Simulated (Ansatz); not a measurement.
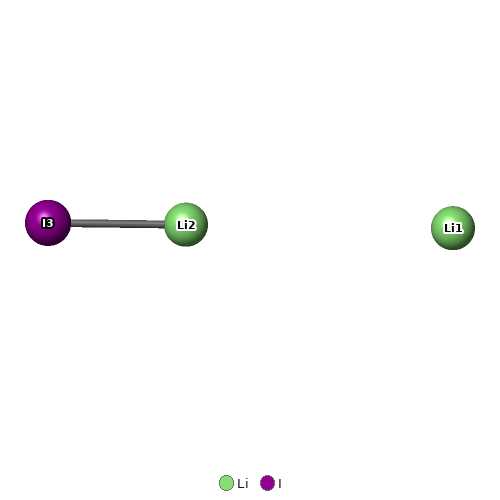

The system is Li⁺ + LiI; the picture shows the reference structure. Coordinates scanned: (1) distance Li1–Li2; (2) distance Li2–I3. Nothing is relaxed (the angle Li1–Li2–I3 is fixed at 180 degrees). The grid has 17 × 17 points. Energies are in kJ/mol, from the lowest grid point. The D4 coefficients can switch as the alkali atoms part, which puts small steps into the map. The calculation used Ansatz 0.2.0, RKS PBE0-D4/def2-SVPD.

Its coordinates:

| atom | x (Å) | y (Å) | z (Å) |
| --- | --- | --- | --- |
| Li | -4.4480 | 0.0000 | 0.0000 |
| Li | 0.0000 | 0.0000 | 0.0000 |
| I | 2.2970 | 0.0000 | 0.0000 |

Range: distance Li1–Li2 from 2.048 to 4.448 Å; distance Li2–I3 from 2.136 to 4.536 Å.

Question: Predict the map.

Answer: The lowest grid point is at distance Li1–Li2 = 4.448 Å, distance Li2–I3 = 2.297 Å. It lies in a valley that leaves the map towards separated partners. The highest grid point, distance Li1–Li2 = 2.048 Å, distance Li2–I3 = 4.536 Å, lies 377 kJ/mol above the lowest.

```tsv
distance Li2–I3 ↓, distance Li1–Li2 →	2.048	2.209	2.444	2.719	3.023	3.351	3.699	4.066	4.448
4.536	377	340	302	273	253	231	222	219	217
4.154	360	323	284	254	234	210	199	194	191
3.787	335	299	260	230	208	184	170	163	158
3.439	304	269	230	199	177	157	137	127	120
3.111	267	233	195	164	140	120	105	93	84
2.807	229	196	159	128	103	82	67	54	42
2.532	195	164	129	99	74	53	35	21	9
2.297	179	152	119	90	65	43	25	11	0
2.136	191	164	133	105	81	59	43	29	19
```

The table holds every second grid line.

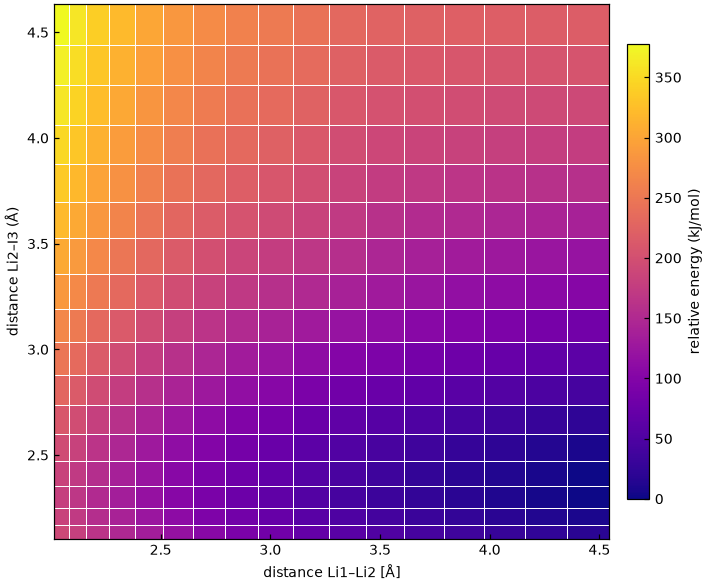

In the figure: one coloured cell a grid point.

Each point was launched as `ansatz run input.yaml --threads 1 --pin off --max-ram 2560MiB --backend cpu --events-out ev --progress --plain --runs-dir out`. The whole map (289 points run) took 22 min on 1 thread of Arm Neoverse V2, with other jobs on the host.
